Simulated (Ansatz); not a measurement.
**Profile along the Hf–O line in HfO2 (fluorite)**

HfO2 (fluorite)

```
HfO2
1.0
    0.00000     2.52923     2.52923
    2.52923     0.00000     2.52923
    2.52923     2.52923     0.00000
Hf O
1 2
Cartesian
  0.00000   0.00000   0.00000
  1.26462   1.26462   1.26462
  3.79385   3.79385   3.79385
```

Fields along a shortest Hf–O line of a {110} plane (2.19 Å), from Hf to O, interpolated on the slice's grid (step about 0.2 Å). These are r2SCAN (plane waves to 500 eV, PAW, scalar-relativistic; Ansatz, an electronic-structure program) values and carry that method's errors. k mesh 11×11×11. Near the nuclei the fields are pseudised (PAW); where an atom keeps semicore shells as valence, they peak there. HfO2 is run without spin polarisation. HfO2 was relaxed with its symmetry unable to fall. Spin-orbit coupling is left out, though Hf is heavy. This is a high-temperature form of HfO2.

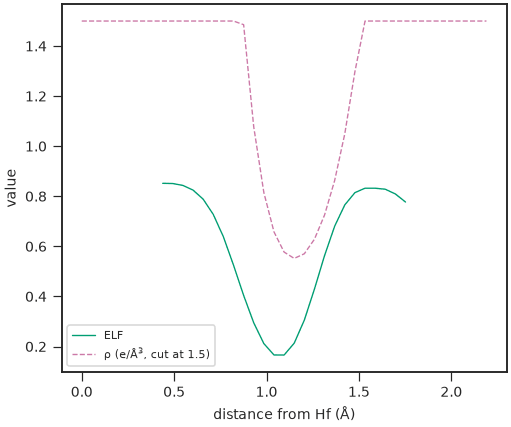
ELF (away from the nuclei) and valence density from Hf to O.

Density on the Hf–O line (2.19 Å) at its density minimum, 1.1 Å from Hf: 0.55 e/Å³. ELF at that point: 0.2. Element round which the density of the highest valence band (whole band, smooth part) is largest on this plane: O.
